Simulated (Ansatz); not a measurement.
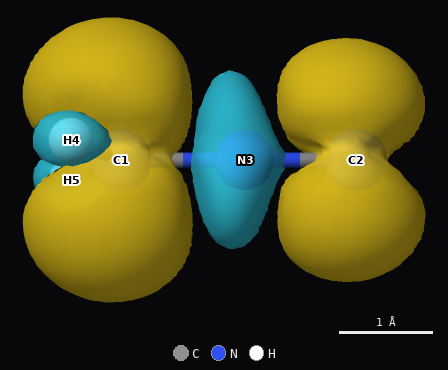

Figure 1: C$_{2}$H$_{2}$N (SMILES [C]#[N+][CH2-]) (doublet). Isosurfaces of the spin density (α minus β) at +0.02 (yellow) and −0.02 e/Å³ (cyan), seen from one side.

Geometry: PBE-D3(BJ)/def2-SVP.

Computed with isolated molecule in a Gaussian basis; Kohn-Sham density functional theory, functional PBE0 (Ansatz 0.2.0).

```
atom    x (Å)    y (Å)    z (Å)
   C   0.5537   0.1570  -1.1036
   C   1.8461   0.4308   1.0629
   N   1.2327   0.3009   0.0345
   H   1.0160  -0.3882  -1.9404
   H  -0.4565   0.5862  -1.1852
```

Describe the spin distribution.

The unpaired spin (1 electron) lies mostly on C1 (about 0.6) and C2 (about 0.3), in electrons by Hirshfeld's partition.
